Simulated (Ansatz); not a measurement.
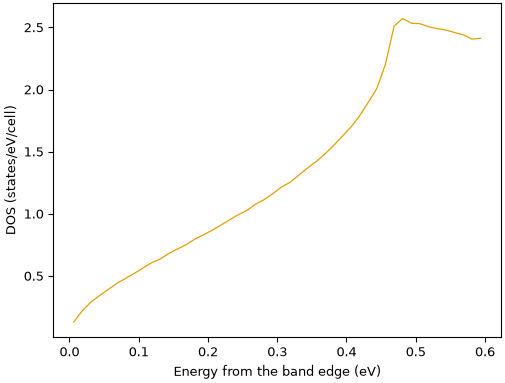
Density of states of SnF₃ (Fm-3m) above the conduction band minimum, PBEsol, rigid bands (Ansatz, an electronic-structure program); cell volume 164.1 Å³.

Question: What effective density of states at 300 K does this give (∫ g(E) exp(−E/k_BT) dE, both spins, divided by the cell's size)?

Answer: 3.8e19 cm⁻³, a density-of-states mass of 1.31 mₑ, valleys and band degeneracy included.

Spin-orbit coupling is left out. Geometry: cell and atoms relaxed with PBEsol.

Computed structure with no diffraction record at hand here (it may be known, metastable or hypothetical): SnF3 (Fm-3m).
